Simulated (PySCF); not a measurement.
# CH9NOSi2: what the fields show

Input

```
{"job": {"kind": "uv", "xc": "wB97X-D", "basis": "def2-SVPD", "nstates": 8, "ntriplets": 3}, "charge": 0, "multiplicity": 1}
C     -2.805881    -0.165812     0.105916
O     -1.444508    -0.326414    -0.127954
Si    -0.236226     0.355955     0.713520
N      1.135150    -0.248226    -0.127183
Si     2.791517    -0.060130     0.312151
H     -3.078515    -0.550283     1.092032
H     -3.091333     0.887888     0.056453
H     -3.350866    -0.719881    -0.659453
H     -0.288451     1.818814     0.636034
H     -0.265844    -0.059821     2.120709
H      0.930321    -0.917926    -0.850503
H      3.161877    -0.937458     1.429859
H      2.975027     1.332269     0.714820
H      3.567054    -0.409448    -0.878517
```

Command:

```sh
OMP_NUM_THREADS=1 python probes_run.py task.json out
```

Geometry: GFN2-xTB.

All numbers below come from wB97X-D/def2-SVPD, SCF density, gas phase (PySCF 2.14.0).

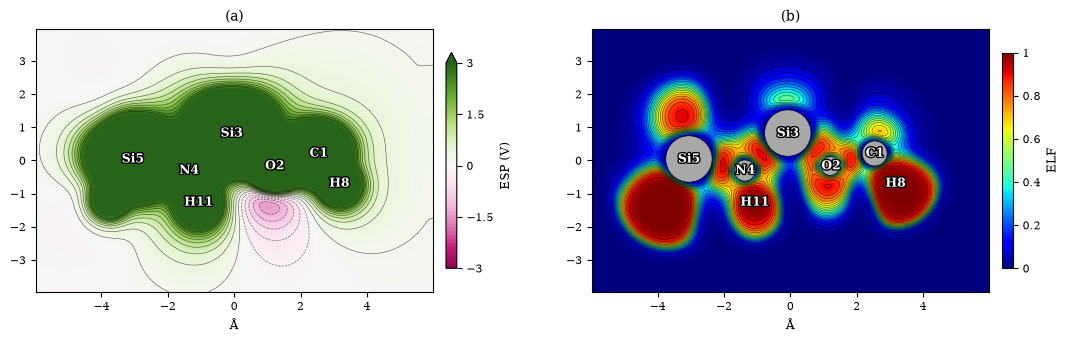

Figure 1. (a) molecular electrostatic potential; (b) electron localisation function on the plane of atoms O2, C1 and H8. Grey discs cover the atomic cores in the ELF map.

What does the map show?

The plane passes through C, O, Si, N and H nuclei.
C–O (1.39 Å): the ELF peaks at about 0.90 between the atoms: a polar covalent bond.
Si–O (1.62 Å): the ELF peaks at about 0.85 between the atoms; a short, strongly polar bond.
Si–N (1.72 Å): the ELF peaks at about 0.90 between the atoms; a shared but strongly polarised pair.
N–H (1.01 Å): the ELF climbs to about 1 towards the hydrogen, as it does in any bond to H; an ordinary covalent bond to hydrogen.
C–H (1.09 Å): the ELF climbs to about 1 towards the hydrogen; an ordinary covalent bond to hydrogen.
The ELF also peaks beside O2, away from the bonds: lone-pair regions.
Outside the dense part of the molecule the potential is most negative (−1.5 V) near O2.

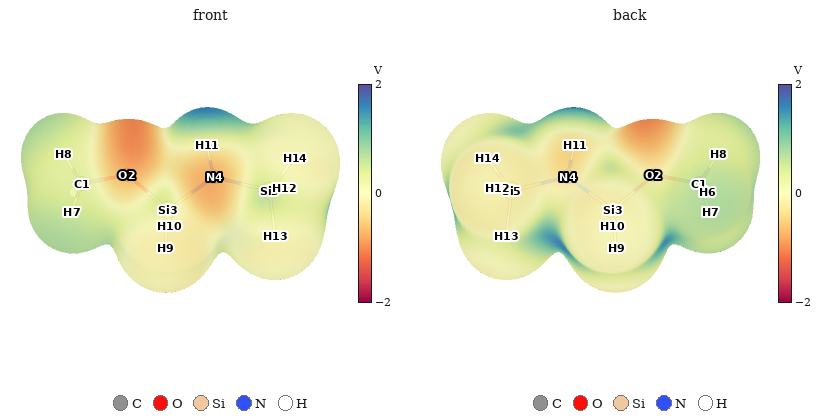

Figure 2. The electrostatic potential painted on the density surface at 0.002 e/bohr³, seen from the front and from behind; the colour scale runs from red (negative) to blue (positive).

Describe the electrostatic potential map.

The most negative region (about −1.0 V) lies over O2, the most positive (about +1.6 V) over Si3 and H11. O2 is the likeliest acceptor of a hydrogen bond.
